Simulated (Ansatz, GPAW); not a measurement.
# Work function of a 7-layer slab of Mo(110) at several levels

How far do functional and basis move the work function of a 7-layer slab of Mo(110)?

Method: Ansatz plane waves; slab in vacuum with a dipole correction, relaxation, in the first sound run; inputs show where later runs differ, in GPAW 26.7.0 and Ansatz 0.2.0.

**1. The starting structure**

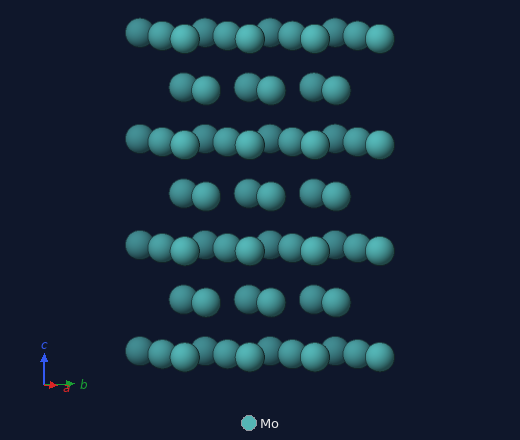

The starting structure, seen from the side, with the c axis up (molybdenum teal). 2×3×1 cells are drawn. Some periodic images of atoms are drawn too.

The cell holds 7 atoms: 7 Mo. Its edges and angles: a = 2.728 Å, b = 2.728 Å, c = 27.364 Å, α = 90.0°, β = 90.0°, γ = 70.5°. Vacuum lies along c.

**2. Relaxation**

The atoms are relaxed first, since the surface dipole, and with it the work function, follows the positions of the outer layers. The lowest 3 atoms are held at bulk positions and keep their forces.

File input.yaml:

```yaml
crystal:
  lattice:
    - [2.2273863607, -1.575, 0.0]
    - [2.2273863607, 1.575, 0.0]
    - [0.0, 0.0, 27.3643181644]
  atoms:
    - { symbol: Mo, position: [0.0, 0.0, 0.2558075797] }
    - { symbol: Mo, position: [0.5, 0.5, 0.3372050531] }
    - { symbol: Mo, position: [0.0, 0.0, 0.4186025266] }
    - { symbol: Mo, position: [0.5, 0.5, 0.5] }
    - { symbol: Mo, position: [0.0, 0.0, 0.5813974734] }
    - { symbol: Mo, position: [0.5, 0.5, 0.6627949469] }
    - { symbol: Mo, position: [0.0, 0.0, 0.7441924203] }
kpoints:
  mp_grid: { grid: [12, 12, 1] }
hamiltonian:
  xc: pbe
scf:
  occupations: { method: fermi_dirac, width: 0.1 }
efield:
  axis: 3
  dipole_correction: true
  ramp_width: 0.05
relax:
  f_tol: 0.02
  max_steps: 60
  constraints: [{ sites: [0, 1, 2] }]
output:
  write_potential: true
  write_density: true
  volumetric_format: npy
```

Launch:

```bash
ansatz run input.yaml --threads 4 --pin off --max-ram 8192MiB --backend cpu --events-out ev --progress --plain --runs-dir out
```

Numbers of over 12 decimals in the logs are rounded to 6 here.

Log:

```text
Engine: ansatz 0.2.0, aarch64-unknown-linux-gnu
Pseudopotentials: kind: paw
Pseudopotential: Mo, paw, valence charge 14, recommended cutoff 420 eV (normal), Mo.paw.azcp
Functional definition: PBE
  parameter kappa = 0.804
  parameter beta = 0.066725
  exchange = pbe_x(kappa = kappa, mu = beta*pi^2/3)
  correlation = pbe_c(beta = beta)
Crystal: 7 atoms, lattice volume = 191.995 Å³
Basis set: ecut = 420 eV, 3809 PW (Γ), exchange–correlation on 40×40×384 points (8 copies of the dense FFT grid, shifted against one another)
Bands: 59, of which v1, the nominal top of the filled ones, is band 49 counted from 1 (48 counted from 0)
Symmetry: 4 space group operations
k-points: 43 of 144
Non-local potential: Mo, projectors of the file, l = 0: 3, l = 1: 2, l = 2: 2, l = 3: 1
PAW form: soft (Blöchl's): semilocal exchange-correlation on the pseudo side does not see the compensation charge
PAW one-centre angular grid: Mo, 590 points (default); XC on 64 Gauss nodes
Initial density: superposition of atomic densities (neutral atoms: chi_scale 0, normalization atom), corrected by the library's trained network
Initial wavefunctions: pseudopotential atomic-orbital guess
Functional: x = pbe(κ = 0.804, μ = 0.219515), c = pbe(β = 0.066725)
SCF iter   1: F=—  HF=-34689.751451 eV  |F-HF|=—  |Δ(HF+E_count)|=         —  Δρ=4.12e-3  dr2=2.03e-1  ethr=1.77e-3  p=0.000 e·Å  D=1.70e-13 V/Å  ΔV_dip=-0.00 eV  dr2_dipole=2.80e-7  V_vac-E_F(+/−)=4.86/4.86 eV  ⟨swp⟩=8.4  Hψ=25424  notcnv=0  defer=30
efield: sawtooth ramp at fractional position 0.9750 (placed from the atoms, in the widest stretch of the axis that holds none; the zero of the levels goes with the place), width 0.0500; the density the first Hamiltonian is built on has a dipole p = 0.000 e·Å; the dipole correction subtracts the counter field D = 1.70e-13 V/Å, which shifts the + side's vacuum level by -0.00 eV against the − side's; the planar-averaged density in the ramp window peaks in size at 6.4e-5 e/Å³
automatic band count: the SCF goes on with 69 bands, as 59 were too few: the levels above may hold too much charge
preconditioner: auto → LDOS  [metal: Δε(μ)=0.018 eV  Ē_g=5.258 eV  σ=0.100 eV  W_gap=0.04  n_scr=20 (ndim 8)  ℏωp=17.4 eV  f_vac=0.380  D(μ)=4.87/eV (n_scr^D=18)  β→1.0]
SCF iter   2: F=—  HF=-34689.748243 eV  |F-HF|=—  |Δ(HF+E_count)|=   3.21e-3  Δρ=2.20e-3  dr2=3.86e-2  ethr=2.07e-4  p=0.000 e·Å  D=1.16e-5 V/Å  ΔV_dip=-0.00 eV  dr2_dipole=4.60e-7  V_vac-E_F(+/−)=4.66/4.66 eV  ⟨swp⟩=2.0  Hψ=4316  notcnv=0  defer=42
SCF iter   3: F=—  HF=-34689.744871 eV  |F-HF|=—  |Δ(HF+E_count)|=   3.37e-3  Δρ=4.78e-4  dr2=1.80e-3  ethr=3.94e-5  p=0.000 e·Å  D=5.03e-6 V/Å  ΔV_dip=-0.00 eV  dr2_dipole=1.03e-8  V_vac-E_F(+/−)=4.68/4.68 eV  ⟨swp⟩=2.0  Hψ=3732  notcnv=0  defer=42
SCF iter   4: F=—  HF=-34689.745020 eV  |F-HF|=—  |Δ(HF+E_count)|=   1.49e-4  Δρ=1.43e-4  dr2=9.16e-5  ethr=1.84e-6  p=0.000 e·Å  D=2.47e-6 V/Å  ΔV_dip=-0.00 eV  dr2_dipole=2.70e-10  V_vac-E_F(+/−)=4.66/4.66 eV  ⟨swp⟩=2.7  Hψ=4157  notcnv=0  defer=42
SCF iter   5: F=—  HF=-34689.745021 eV  |F-HF|=—  |Δ(HF+E_count)|=   3.19e-7  Δρ=5.13e-5  dr2=1.50e-5  ethr=9.35e-8  p=0.000 e·Å  D=1.28e-6 V/Å  ΔV_dip=-0.00 eV  dr2_dipole=3.45e-10  V_vac-E_F(+/−)=4.66/4.66 eV  ⟨swp⟩=2.9  Hψ=4540  notcnv=0  defer=42
SCF iter   6: F=-34689.745023 eV  HF=-34689.745024 eV  |F-HF|=8.81e-7  |Δ(HF+E_count)|=   2.91e-6  Δρ=2.14e-5  dr2=2.19e-6  ethr=1.02e-8  p=0.000 e·Å  D=5.20e-7 V/Å  ΔV_dip=-0.00 eV  dr2_dipole=4.49e-15  V_vac-E_F(+/−)=4.65/4.65 eV  ⟨swp⟩=12.3  Hψ=23506  notcnv=0
SCF 1 converged in 6 iterations: F = -34689.745023 eV  dr2 = 2.19e-6
  greatest PAW one-centre occupation: 0.998 electrons in one spin orbital (limit 2), on the Mo atom at site 6 (counted from 0), in its partial waves of l = 0
relax step   1: F+E_penalty+E_count = -34689.74502266 eV  Δ(F+E_penalty+E_count) = +0.000e0 eV  max|allowed force component| = 6.590e-1 eV/Å  Δτ_max = 0.0000 Å  (6 SCF iters, dr2 threshold 1.00e-5 eV, accepted)
Bands: 69, of which v1, the nominal top of the filled ones, is band 49 counted from 1 (48 counted from 0)
Initial density: handed on by an earlier stage of this run
Initial wavefunctions: those handed on with the density
iter 1 solved again at ethr=1.16e-3 eV; its pass at ethr=3.10e-3 eV (dr2=1.14e0 eV) is discarded
SCF iter   1: F=—  HF=-34689.771399 eV  |F-HF|=—  |Δ(HF+E_count)|=         —  Δρ=1.08e-2  dr2=1.23e0  ethr=1.16e-3  p=0.000 e·Å  D=1.35e-6 V/Å  ΔV_dip=-0.00 eV  dr2_dipole=3.87e-1  V_vac-E_F(+/−)=4.67/4.67 eV  ⟨swp⟩=1.0  Hψ=10119  notcnv=0  defer=76
efield: sawtooth ramp at fractional position 0.9750 (handed on by an earlier solve), width 0.0500; the density the first Hamiltonian is built on has a dipole p = 0.000 e·Å; the dipole correction subtracts the counter field D = 1.35e-6 V/Å, which shifts the + side's vacuum level by -0.00 eV against the − side's; the planar-averaged density in the ramp window peaks in size at 5.0e-6 e/Å³
preconditioner: auto → LDOS  [metal: Δε(μ)=0.027 eV  Ē_g=5.294 eV  σ=0.100 eV  W_gap=0.07  n_scr=20 (ndim 8)  ℏωp=17.4 eV  f_vac=0.381  D(μ)=4.75/eV (n_scr^D=18)  β→1.0]
SCF iter   2: F=—  HF=-34689.741874 eV  |F-HF|=—  |Δ(HF+E_count)|=   2.95e-2  Δρ=4.38e-3  dr2=1.17e-1  ethr=1.16e-3  p=0.008 e·Å  D=7.30e-3 V/Å  ΔV_dip=-0.20 eV  dr2_dipole=6.95e-3  V_vac-E_F(+/−)=4.45/4.65 eV  ⟨swp⟩=2.2  Hψ=3975  notcnv=0  defer=76
SCF iter   3: F=—  HF=-34689.730616 eV  |F-HF|=—  |Δ(HF+E_count)|=   1.13e-2  Δρ=2.12e-3  dr2=3.09e-2  ethr=1.20e-4  p=0.005 e·Å  D=4.53e-3 V/Å  ΔV_dip=-0.12 eV  dr2_dipole=1.86e-4  V_vac-E_F(+/−)=4.52/4.65 eV  ⟨swp⟩=3.1  Hψ=5823  notcnv=0  defer=76
SCF iter   4: F=—  HF=-34689.724870 eV  |F-HF|=—  |Δ(HF+E_count)|=   5.75e-3  Δρ=4.39e-4  dr2=1.16e-3  ethr=3.15e-5  p=0.007 e·Å  D=6.16e-3 V/Å  ΔV_dip=-0.17 eV  dr2_dipole=8.31e-5  V_vac-E_F(+/−)=4.48/4.65 eV  ⟨swp⟩=2.5  Hψ=4201  notcnv=0  defer=76
SCF iter   5: F=—  HF=-34689.725116 eV  |F-HF|=—  |Δ(HF+E_count)|=   2.46e-4  Δρ=1.31e-4  dr2=1.16e-4  ethr=1.18e-6  p=0.007 e·Å  D=6.60e-3 V/Å  ΔV_dip=-0.18 eV  dr2_dipole=2.22e-5  V_vac-E_F(+/−)=4.47/4.65 eV  ⟨swp⟩=2.5  Hψ=4427  notcnv=0  defer=85
SCF iter   6: F=-34689.725115 eV  HF=-34689.725123 eV  |F-HF|=7.95e-6  |Δ(HF+E_count)|=   7.40e-6  Δρ=4.13e-5  dr2=1.08e-5  ethr=2.77e-8  p=0.007 e·Å  D=7.01e-3 V/Å  ΔV_dip=-0.19 eV  dr2_dipole=1.35e-6  V_vac-E_F(+/−)=4.45/4.65 eV  ⟨swp⟩=11.9  Hψ=26205  notcnv=0
SCF 2 converged in 6 iterations: F = -34689.725115 eV  dr2 = 1.08e-5
[...]
SCF iter   2: F=—  HF=-34689.773319 eV  |F-HF|=—  |Δ(HF+E_count)|=   8.71e-3  Δρ=2.11e-3  dr2=2.12e-2  ethr=3.82e-4  p=0.005 e·Å  D=4.57e-3 V/Å  ΔV_dip=-0.13 eV  dr2_dipole=6.05e-4  V_vac-E_F(+/−)=4.52/4.65 eV  ⟨swp⟩=1.9  Hψ=3268  notcnv=0  defer=87
SCF iter   3: F=—  HF=-34689.770762 eV  |F-HF|=—  |Δ(HF+E_count)|=   2.56e-3  Δρ=1.03e-3  dr2=6.20e-3  ethr=2.16e-5  p=0.006 e·Å  D=5.79e-3 V/Å  ΔV_dip=-0.16 eV  dr2_dipole=1.88e-4  V_vac-E_F(+/−)=4.49/4.65 eV  ⟨swp⟩=2.6  Hψ=5024  notcnv=0  defer=87
SCF iter   4: F=—  HF=-34689.769709 eV  |F-HF|=—  |Δ(HF+E_count)|=   1.05e-3  Δρ=1.82e-4  dr2=1.46e-4  ethr=6.32e-6  p=0.005 e·Å  D=5.13e-3 V/Å  ΔV_dip=-0.14 eV  dr2_dipole=2.85e-6  V_vac-E_F(+/−)=4.51/4.65 eV  ⟨swp⟩=2.1  Hψ=3845  notcnv=0  defer=87
SCF iter   5: F=—  HF=-34689.769678 eV  |F-HF|=—  |Δ(HF+E_count)|=   3.09e-5  Δρ=6.18e-5  dr2=1.26e-5  ethr=1.49e-7  p=0.005 e·Å  D=5.05e-3 V/Å  ΔV_dip=-0.14 eV  dr2_dipole=9.00e-7  V_vac-E_F(+/−)=4.51/4.65 eV  ⟨swp⟩=3.1  Hψ=5314  notcnv=0  defer=87
SCF iter   6: F=—  HF=-34689.770023 eV  |F-HF|=—  |Δ(HF+E_count)|=   3.45e-4  Δρ=2.17e-5  dr2=2.83e-6  ethr=1.28e-8  p=0.005 e·Å  D=4.91e-3 V/Å  ΔV_dip=-0.13 eV  dr2_dipole=5.07e-8  V_vac-E_F(+/−)=4.51/4.65 eV  ⟨swp⟩=2.2  Hψ=3990  notcnv=0  defer=87
SCF iter   7: F=—  HF=-34689.770023 eV  |F-HF|=—  |Δ(HF+E_count)|=   2.23e-7  Δρ=6.75e-6  dr2=1.50e-7  ethr=2.88e-9  p=0.005 e·Å  D=4.84e-3 V/Å  ΔV_dip=-0.13 eV  dr2_dipole=1.14e-11  V_vac-E_F(+/−)=4.51/4.65 eV  ⟨swp⟩=2.0  Hψ=3750  notcnv=0  defer=87
SCF iter   8: F=-34689.770023 eV  HF=-34689.770023 eV  |F-HF|=1.95e-8  |Δ(HF+E_count)|=  5.17e-10  Δρ=2.75e-6  dr2=3.26e-8  ethr=1.02e-10  p=0.005 e·Å  D=4.82e-3 V/Å  ΔV_dip=-0.13 eV  dr2_dipole=3.87e-9  V_vac-E_F(+/−)=4.51/4.65 eV  ⟨swp⟩=11.0  Hψ=20518  notcnv=0
SCF 3 converged in 8 iterations: F = -34689.770023 eV  dr2 = 3.26e-8
relax step   3: F+E_penalty+E_count = -34689.77002309 eV  Δ(F+E_penalty+E_count) = -2.500e-2 eV  max|allowed force component| = 2.254e-1 eV/Å  Δτ_max = 0.0581 Å  (8 SCF iters, accepted)
[...]
relax step   4: F+E_penalty+E_count = -34689.77311669 eV  Δ(F+E_penalty+E_count) = -3.094e-3 eV  max|allowed force component| = 9.456e-3 eV/Å  Δτ_max = 0.0262 Å  (5 SCF iters, dr2 threshold 3.18e-6 eV, accepted)
iter 1 solved again at ethr=1.84e-9 eV; its pass at ethr=3.10e-3 eV (dr2=1.81e-6 eV) is discarded
SCF iter   1: F=—  HF=-34689.773105 eV  |F-HF|=—  |Δ(HF+E_count)|=         —  Δρ=2.46e-5  dr2=1.81e-6  ethr=1.84e-9  p=0.004 e·Å  D=3.77e-3 V/Å  ΔV_dip=-0.10 eV  dr2_dipole=2.52e-8  V_vac-E_F(+/−)=4.54/4.65 eV  ⟨swp⟩=1.2  Hψ=7241  notcnv=0  defer=84
efield: sawtooth ramp at fractional position 0.9750 (handed on by an earlier solve), width 0.0500; the density the first Hamiltonian is built on has a dipole p = 0.004 e·Å; the dipole correction subtracts the counter field D = 3.77e-3 V/Å, which shifts the + side's vacuum level by -0.10 eV against the − side's; the planar-averaged density in the ramp window peaks in size at 5.7e-6 e/Å³
preconditioner: auto → LDOS  [metal: Δε(μ)=0.022 eV  Ē_g=5.263 eV  σ=0.100 eV  W_gap=0.05  n_scr=20 (ndim 8)  ℏωp=17.4 eV  f_vac=0.380  D(μ)=4.71/eV (n_scr^D=18)  β→1.0]
SCF iter   2: F=—  HF=-34689.773118 eV  |F-HF|=—  |Δ(HF+E_count)|=   1.24e-5  Δρ=1.36e-5  dr2=1.34e-6  ethr=1.84e-9  p=0.004 e·Å  D=3.74e-3 V/Å  ΔV_dip=-0.10 eV  dr2_dipole=3.48e-8  V_vac-E_F(+/−)=4.54/4.65 eV  ⟨swp⟩=2.0  Hψ=3940  notcnv=0  defer=84
SCF iter   3: F=—  HF=-34689.773118 eV  |F-HF|=—  |Δ(HF+E_count)|=   2.03e-8  Δρ=6.68e-6  dr2=2.38e-7  ethr=1.36e-9  p=0.004 e·Å  D=3.74e-3 V/Å  ΔV_dip=-0.10 eV  dr2_dipole=2.63e-9  V_vac-E_F(+/−)=4.54/4.65 eV  ⟨swp⟩=2.0  Hψ=4032  notcnv=0  defer=84
SCF iter   4: F=-34689.773118 eV  HF=-34689.773118 eV  |F-HF|=2.56e-8  |Δ(HF+E_count)|=   5.80e-9  Δρ=2.69e-6  dr2=3.24e-8  ethr=1.02e-10  p=0.004 e·Å  D=3.73e-3 V/Å  ΔV_dip=-0.10 eV  dr2_dipole=5.42e-10  V_vac-E_F(+/−)=4.54/4.65 eV  ⟨swp⟩=11.0  Hψ=20376  notcnv=0
SCF 5 converged in 4 iterations: F = -34689.773118 eV  dr2 = 3.24e-8
relax step   5: F+E_penalty+E_count = -34689.77311766 eV  Δ(F+E_penalty+E_count) = -9.759e-7 eV  max|allowed force component| = 1.003e-2 eV/Å  Δτ_max = 0.0000 Å  (4 SCF iters, accepted)
NSCF: frozen V_eff on 43 k-points
the band table was solved once a step of the walk had ended and its energy, with any forces and stress, was formed, with the checks that follow a solve (14334 applications of the Hamiltonian). They found nothing against the state; the energy, forces and stress were not computed again (output.eigenvalues in the input reference)
WARN: The output density's exchange-correlation potential varies sharply where the density is thin. Do not read a vacuum level from v_tot or v_xc, or from such a field of the output density. On a cell that repeats whose density bears no net charge and no dipole along the vacuum's axis use v_es (v_loc + v_h of the components); under efield.dipole_correction with no amplitude use v_es + v_field, which holds any externa [...]
SCF converged after 4 iterations
Free energy (F): -34689.773118 eV
Harris-Foulkes:  -34689.773118 eV  (|F-HF|=2.56e-8)
Internal energy: -34689.610431 eV  (E = F + TS)
E sigma→0 (E₀):  -34689.691774 eV
Entropy (-TS):   -0.162687 eV (-23.241 meV/atom)
Fermi energy:    10.124380 eV
Dipole field:    D = 0.003764 V/Å  (p = 0.003994 e·Å, saw-weighted, corrected)
Work function:   Φ+ = 4.5435 eV   Φ− = 4.6465 eV
Levels:          The Fermi level and band energies are counted from a zero that moves with the ramp; work functions are not
--- Per-component energies (eV) ---
  E_band       = -1451.063341
  E_kinetic    = 3081.359815
  E_local      = -111584.455536  (includes V_loc(G=0)·N_el)
  E_nonlocal   = 1000.664844
  E_hartree    = 54328.973026
  E_xc         = -1281.298396
  E_vxc        = -1598.783874  (∫ρ·V_xc dr)
  E_paw        = -22408.923159  (= ΣΔE_a)
  E_vpaw       = -1007.787516  (= ΣTr[D̂ρ^β])
  E_aug_tail   = 0.000293  (compensation charges beyond the density's cutoff)
  E_efield     = 0.000008  (sawtooth field / dipole correction)
  E_vefield    = -0.003854  (∫n·V_field dr)
  E_ewald      = 42174.068674
  E_smearing   = -0.162687  (= −TS)
  E_closure    = 0.000000  (closes the sum)
  Σ components = -34689.773118   (vs F -34689.773118, Δ=0.00e0)
--- Forces (eV/Å), atoms counted from 1 ---
  atom   1  Mo     0.00000000     0.00000000     0.54708428
  atom   2  Mo     0.00000000     0.00000000    -0.65429497
  atom   3  Mo     0.00000000     0.00000000     0.10751201
  atom   4  Mo     0.00000000     0.00000000     0.00205428
  atom   5  Mo     0.00000000     0.00000000    -0.00781958
  atom   6  Mo     0.00000000     0.00000000    -0.00469121
  atom   7  Mo     0.00000000     0.00000000     0.01003172
  max |Σ_I F_I| component: 1.23e-4 eV/Å
--- Band table (eV; the first three rows and the last of 43) ---
  k-point 0: bands = [... 45 lower, 8.8339, 8.9711, 9.0388, 9.4065, 9.9459, 10.2539, 10.8703, 11.2518, ... 16 higher]
  k-point 1: bands = [... 45 lower, 8.7163, 8.9644, 9.1499, 9.5678, 9.6632, 10.3696, 10.5079, 10.7576, ... 16 higher]
  k-point 2: bands = [... 45 lower, 8.5751, 8.8312, 9.3171, 9.4918, 9.7092, 9.8953, 10.3000, 10.9981, ... 16 higher]
  k-point 42: bands = [... 45 lower, 10.5438, 10.5699, 11.0250, 11.1490, 11.2516, 11.3999, 11.6538, 12.4428, ... 16 higher]
--- Relaxed structure (5 steps of the walk, 4 accepted, 0 SCFs on fresh bases) ---
  F+E_penalty+E_count = -34689.77311766 eV   max|allowed force component| = 1.003e-2 eV/Å
  atoms:
    - { symbol: Mo, position: [0.0, 0.0, 0.2558075797] }
    - { symbol: Mo, position: [0.5, 0.5, 0.3372050531] }
    - { symbol: Mo, position: [0.0, 0.0, 0.418603] }
    - { symbol: Mo, position: [0.5, 0.5, 0.500554] }
    - { symbol: Mo, position: [0.0, 0.0, 0.582603] }
    - { symbol: Mo, position: [0.5, 0.5, 0.664874] }
    - { symbol: Mo, position: [0.0, 0.0, 0.743037] }
```

Elapsed: 1.8 min, on 4 threads of Arm Neoverse N1, shared host; peak memory 0.81 GiB; 7.2 min of CPU time.

Step by step:

```
step  energy less that of the first step (eV)  largest force component (eV/Å)
   1                                   0.0000                          0.6590
   2                                   0.0199                          0.8850
   3                                  -0.0250                          0.2254
   4                                  -0.0281                          0.0095
   5                                  -0.0281                          0.0100
```

Relaxation step 2 was tried and not accepted.

The run keeps the 4 symmetry operations that it works with, so distortions that break them were not tested.

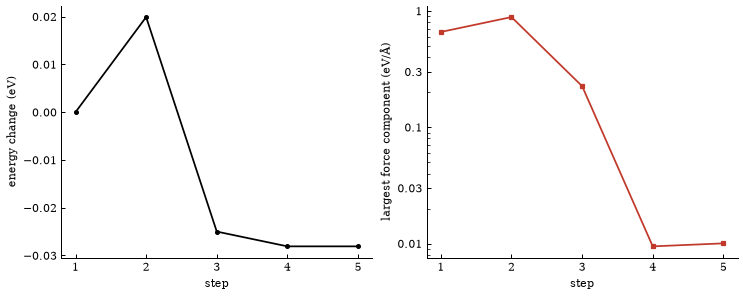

Energy and largest force along the relaxation.

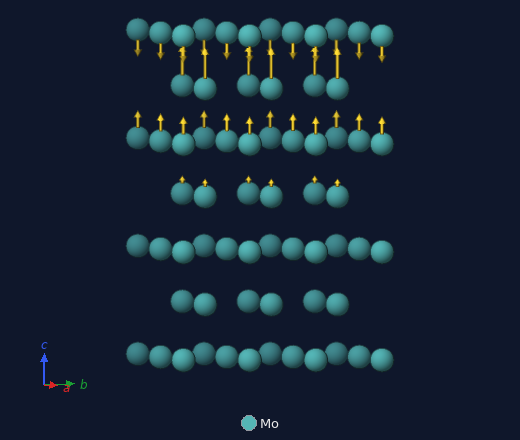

Displacements in the relaxation, exaggerated; the longest in the cell stands for 0.06 Å. 2×3×1 cells are drawn. Some periodic images of atoms are drawn too.

The atoms that moved most (Å):

```
atom     dx     dy      dz  length
 Mo6  0.000  0.000   0.057   0.057
 Mo5  0.000  0.000   0.033   0.033
 Mo7  0.000  0.000  -0.032   0.032
 Mo4  0.000  0.000   0.015   0.015
```

The relaxed structure:

```cif
data_structure
_symmetry_space_group_name_H-M 'P 1'
_symmetry_Int_Tables_number 1
_cell_length_a 2.7280
_cell_length_b 2.7280
_cell_length_c 27.3643
_cell_angle_alpha 90.000
_cell_angle_beta 90.000
_cell_angle_gamma 70.529
_cell_volume 192.00
loop_
_atom_site_label
_atom_site_type_symbol
_atom_site_fract_x
_atom_site_fract_y
_atom_site_fract_z
_atom_site_occupancy
Mo1 Mo 0.00000 0.00000 0.25581 1
Mo2 Mo 0.50000 0.50000 0.33721 1
Mo3 Mo 0.00000 0.00000 0.41860 1
Mo4 Mo 0.50000 0.50000 0.50055 1
Mo5 Mo 0.00000 0.00000 0.58260 1
Mo6 Mo 0.50000 0.50000 0.66487 1
Mo7 Mo 0.00000 0.00000 0.74304 1
```

This step gave:

* free energy: -34689.7731 eV
* smearing term TS: 0.1627 eV
* symmetry operations: 4
* upper work function: 4.543 eV
* lower work function: 4.647 eV
* dipole along the normal: 0.003994 e·Å
* dipole field: 0.003764 V/Å
* vacuum level above: 14.67 eV
* vacuum level below: 14.77 eV

The electrostatic potential energy of an electron (with the applied field's), less the Fermi level, planar mean oscillates, so the rows of the table below give means over windows of 2.28 Å about each position, cut where the curve ends. Its maxima inside the range that stand out by 2 % of the span (Å: eV): 8.1: -2.14, 10.4: -2.42, 12.5: -2.11, 14.8: -2.04, 17.1: -2.11, 19.2: -3.09. Its minima: 7.0: -23.3, 9.3: -23.7, 11.4: -23.5, 13.7: -23.6, 16.0: -23.6, 18.2: -23.7, 20.4: -23.3.

The electrostatic potential energy of an electron (with the applied field's), less the Fermi level, planar mean by z; means over each step:

```
z (Å)  electrostatic potential energy of an electron (with the applied field's), less the Fermi level, planar mean (eV)
 1.14                                                                                                              4.64
 3.42                                                                                                              4.61
 5.70                                                                                                             -2.48
 7.98                                                                                                             -12.9
10.26                                                                                                             -13.1
12.54                                                                                                             -12.9
14.82                                                                                                             -12.8
17.10                                                                                                             -12.8
19.38                                                                                                             -13.9
21.66                                                                                                             -2.22
23.94                                                                                                              4.51
26.22                                                                                                              4.55
```

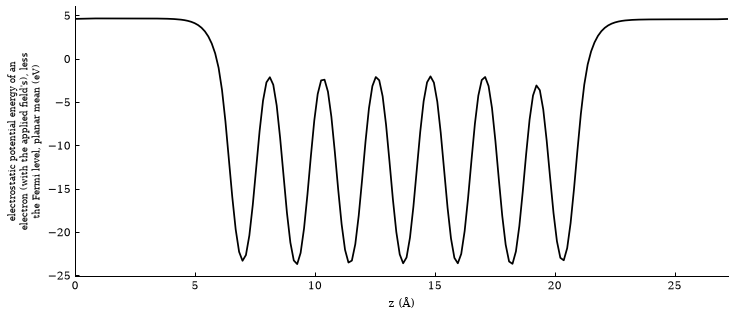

Electrostatic potential energy of an electron (with the applied field's), less the Fermi level, planar mean against z.

The valence density, planar mean oscillates, so the rows of the table below give means over windows of 2.28 Å about each position, cut where the curve ends. Its maxima inside the range that stand out by 2 % of the span (Å: e/Å³): 7.0: 1.61, 9.3: 1.60, 11.4: 1.60, 13.7: 1.61, 16.0: 1.61, 18.2: 1.60, 20.4: 1.60. Its minima: 8.1: 0.323, 10.4: 0.325, 12.5: 0.317, 14.8: 0.315, 17.1: 0.313, 19.2: 0.361.

Table of valence density, planar mean by z; means over each step:

```
z (Å)  valence density, planar mean (e/Å³)
 1.14                               4.7e-6
 3.42                              0.00115
 5.70                                0.326
 7.98                                0.911
10.26                                0.911
12.54                                0.901
14.82                                0.900
17.10                                0.895
19.38                                0.972
21.66                                0.308
23.94                              0.00106
26.22                               4.6e-6
```

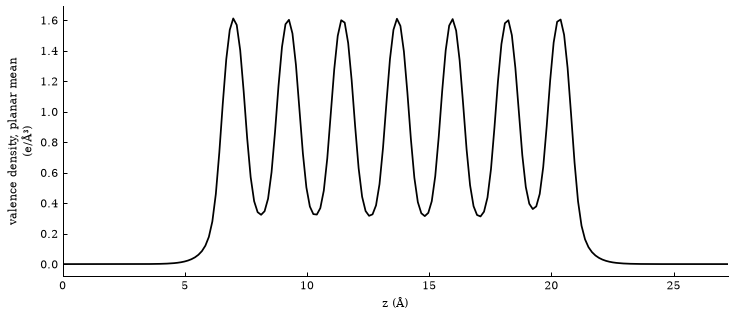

Valence density, planar mean against z.

The relaxation lowered the energy of the cell by 0.0281 eV.

(Continued in part 2 of 3.)

[Logs are printed without paths, hosts, clocks, repeated set-up lines and the standing remarks that a program may print on its own settings, such as how far it seeks lower states.]

[Hosts, paths, dates, database ids (printed as entryN), source tags and the programs' standing remarks are cut or masked in the printed files.]
